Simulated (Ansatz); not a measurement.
# SVWN5/STO-3G run of BNH4 (BH2(NH2))

What is the vertical ionisation energy of BNH4 (BH2(NH2)) at SVWN5/STO-3G? 

The results are computed with Ansatz 0.2.0.

55 further runs of the same task are left out: 55 set aside as unsound or not needed.

## (1) The structure to begin with

BNH4: 6 atoms, total charge 0, spin state singlet. As SMILES, `[H]B([H])N`. Geometry: relaxed at GFN2-xTB.

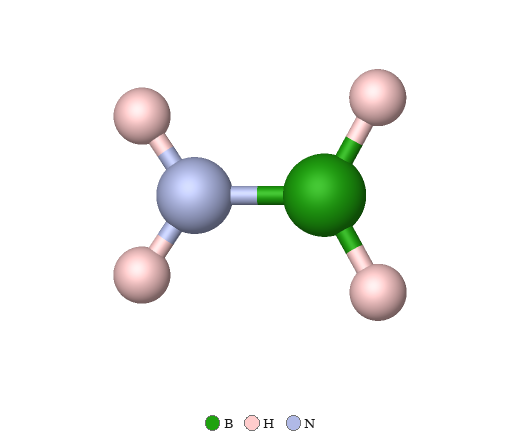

The structure, seen from a chosen angle (boron green, hydrogen pink, nitrogen light blue).

## (2) A single-point energy at SVWN5/STO-3G

input.yaml

```yaml
crystal:
  periodic: [false, false, false]
  atoms:
    - symbol: B
      position_ang: [0.341950, 0.595150, 0.003650]
    - symbol: H
      position_ang: [1.330110, 0.674300, 0.627440]
    - symbol: H
      position_ang: [-0.078600, 1.496820, -0.614110]
    - symbol: N
      position_ang: [-0.345390, -0.598720, -0.003870]
    - symbol: H
      position_ang: [-1.199300, -0.750580, -0.515060]
    - symbol: H
      position_ang: [-0.048780, -1.416960, 0.501960]
basis:
  gaussian: {orbitals: STO-3G}
hamiltonian: {xc: {name: SVWN5}}
accuracy: high
```

The run is started by

```
$ ansatz run input.yaml --threads 1 --pin off --max-ram 2610MiB --events-out events.jsonl --progress --plain --runs-dir runs
```

The program printed:

```text
Warning: RAYON_NUM_THREADS=1 ignored (pool sized by the plan → 1); use --threads N
Functional definition: SVWN5
  name "SVWN5"
  exchange = slater_x
  correlation = vwn5_c
230 factors; integrals over basis functions are off by at most 7.7e-9 eV
mean field evaluation 1: about -2182.4514 eV, gradient 8.7e0 eV
mean field evaluation 2: about -2182.3875 eV, gradient 1.1e1 eV
mean field evaluation 4: about -2182.6857 eV, gradient 2.8e-1 eV
mean field evaluation 8: about -2182.6245 eV, gradient 7.4e-3 eV
mean field evaluation 16: about -2182.6245 eV, gradient 3.8e-8 eV
mean field -2182.62447673 eV, -80.2099700837 hartree, gradient 3.8e-8 eV, S^2 0.000000; 0 other end points of the search recorded, 0 dependent functions left out
reference -2182.62447855 eV, -80.2099701506 hartree; 8, 8 occupied and 6, 6 virtual orbitals, 230 factors
Total energy: -2182.62447855 eV, -80.2099701506 hartree
```

Run time: 0.56 s. Hardware: 1 thread of Arm Neoverse V1, shared host.

## (3) The doublet cation, same level

job.yaml

```yaml
basis:
  gaussian:
    orbitals: STO-3G
crystal:
  periodic: [false, false, false]
  atoms:
    - {symbol: B, position_ang: [0.341950, 0.595150, 0.003650]}
    - {symbol: H, position_ang: [1.330110, 0.674300, 0.627440]}
    - {symbol: H, position_ang: [-0.078600, 1.496820, -0.614110]}
    - {symbol: "N", position_ang: [-0.345390, -0.598720, -0.003870]}
    - {symbol: H, position_ang: [-1.199300, -0.750580, -0.515060]}
    - {symbol: H, position_ang: [-0.048780, -1.416960, 0.501960]}
total_charge: 1
magnetization:
  spin_polarized: true
  initial_magnetization: 1
hamiltonian:
  xc: {name: SVWN5}
accuracy: high
```

The run is started by

```
$ ansatz run job.yaml --threads 1 --pin off --max-ram 2610MiB --events-out events.jsonl --progress --plain --runs-dir runs
```

The program printed:

```text
Warning: RAYON_NUM_THREADS=1 ignored (pool sized by the plan → 1); use --threads N
Functional definition: SVWN5
  name "SVWN5"
  exchange = slater_x
  correlation = vwn5_c
229 factors; integrals over basis functions are off by at most 7.7e-9 eV
mean field evaluation 1: about -2167.5811 eV, gradient 2.7e1 eV
mean field evaluation 2: about -2149.1636 eV, gradient 5.9e1 eV
mean field evaluation 4: about -2170.4113 eV, gradient 1.5e1 eV
mean field evaluation 8: about -2170.0633 eV, gradient 1.7e1 eV
mean field evaluation 16: about -2172.5027 eV, gradient 1.5e-5 eV
mean field -2172.50270325 eV, -79.8380017693 hartree, gradient 1.4e-8 eV, S^2 0.753056; 1 other end points of the search recorded, 0 dependent functions left out
reference -2172.50270507 eV, -79.8380018359 hartree; 8, 7 occupied and 6, 7 virtual orbitals, 229 factors
Total energy: -2172.50270507 eV, -79.8380018359 hartree
```

Wall time 1.5 s (1 thread of Arm Neoverse V1, shared host); peak memory 0.1 GiB.

## (4) Summary of results

At SVWN5/STO-3G:

```
                                          quantity         value
                        singlet BNH4: total energy  -80.20997 Eh
                      doublet cation: total energy  -79.83800 Eh
                              doublet cation: ⟨S²⟩         0.753
vertical ionisation energy (to the doublet cation)     10.122 eV
```

In words: Removing an electron at fixed nuclei costs 10.12 eV (233 kcal/mol). In a minimal basis such a difference can be off by several eV, whatever the method.
